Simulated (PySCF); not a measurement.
Molecule: Sn(H)3(SiMe3), SMILES [SnH3][Si](C)(C)C (C3H12SiSn). Atoms near the plane z = 1.0 Å, at the GFN2-xTB optimised geometry (x, y, z in Å): Sn1 (-1.7, -0.1, 0.0), Si2 (0.8, -0.1, 0.0), C3 (1.4, 1.6, 0.3), C5 (1.4, -1.3, 1.4), H6 (-2.5, 1.4, 0.0), H8 (-2.5, -0.9, 1.3), H9 (1.0, 2.0, 1.3), H10 (2.5, 1.7, 0.3), H15 (1.0, -2.3, 1.2), H17 (2.5, -1.3, 1.4).

Method: PBE0/def2-SVP, def2 effective core potentials past Kr (PySCF 2.14.0). The core electrons that the potentials of Sn replace are not part of the density. The values are rescaled to run from 0 to 1.

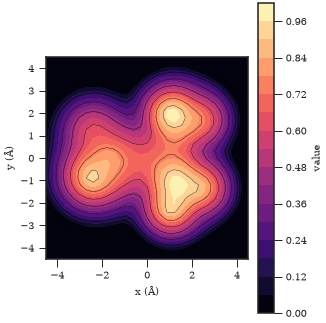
a field on the plane z = 1.0 Å.

Task: Which quantity is mapped?
A. an orbital amplitude
B. electrostatic potential
C. electron localisation function
D. log10 of the electron density

Result: D, log10 of the electron density. In full: log10 of the electron density (e/bohr³), floored at −4.
